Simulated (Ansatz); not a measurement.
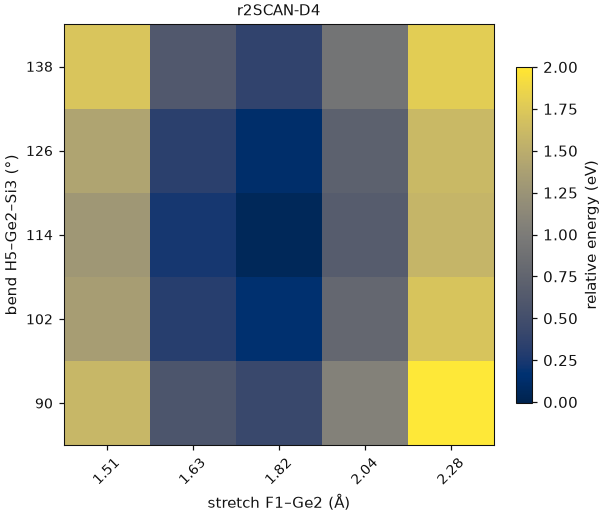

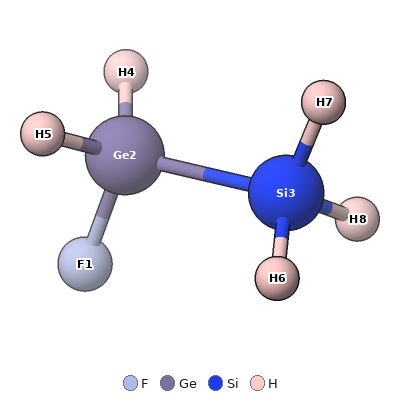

Energy landscape of GeSiH₅F, SMILES [F][GeH2][SiH3], singlet over the stretch F1–Ge2 and the bend H5–Ge2–Si3. Method named on the plot, def2-TZVPP, the Ansatz code, cores frozen in correlated methods. A stretch and then a bend are set rigidly from the minimum (PBE0-D4/def2-TZVP); energies less that of the minimum; in a bend the first-named atom and what hangs on it turn. On heavy atoms the filled d shell below the valence is correlated. The map is drawn from 5 × 5 computed points.

### Which computed point is the lowest, and which the highest?

Lowest at 1.82 Å and 114° (0.05 eV), highest at 2.28 Å and 90° (2.00 eV).

### Give the energies on the grid.

In eV; across: stretch F1–Ge2 (Å), down: bend H5–Ge2–Si3 (°).
|  | 1.51 | 1.63 | 1.82 | 2.04 | 2.28 |
| --- | --- | --- | --- | --- | --- |
| 90 | 1.59 | 0.57 | 0.42 | 1.06 | 2.00 |
| 102 | 1.35 | 0.31 | 0.15 | 0.77 | 1.71 |
| 114 | 1.29 | 0.23 | 0.05 | 0.66 | 1.58 |
| 126 | 1.41 | 0.33 | 0.12 | 0.71 | 1.61 |
| 138 | 1.71 | 0.61 | 0.37 | 0.91 | 1.79 |

Known limits of this run: no scalar relativity up to krypton.
